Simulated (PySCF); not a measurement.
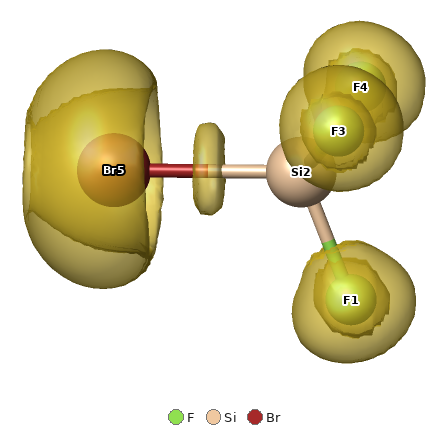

Figure. BrF₃Si (Bromotrifluorosilane). Isosurface of the electron localisation function at 0.8 (yellow), seen at a tilt. Core shells and regions of very low density are left out.

Geometry: PBE0-D3(BJ)/def2-SVP.

The calculation used B3LYP/def2-SVPD, SCF density, gas phase in PySCF.

```yaml
atoms:
  - { symbol: F, position_ang: [-0.6818, -1.1273, -0.9168] }
  - { symbol: Si, position_ang: [-0.0442, 0.0504, -0.0534] }
  - { symbol: F, position_ang: [-0.3621, 1.4306, -0.7836] }
  - { symbol: F, position_ang: [-0.7604, 0.0685, 1.3701] }
  - { symbol: Br, position_ang: [2.0917, -0.2301, 0.1616] }
```

Where are the electrons localised?

The surface consists of one region between bonded Br–Si atoms (shared pairs), one ring or bowl of non-bonding electrons around Br and three regions wrapped around F (its lone pairs, merged into a ring or cap). Along the contacts the grid gives the following. Si–F (1.59 Å): the ELF peaks at about 0.85 in the valence shell of F, 0.6 Å from its nucleus, and is about 0.45 at the midpoint. Si–Br (2.16 Å): the ELF peaks at about 0.90 between the atoms: a shared but strongly polarised pair.
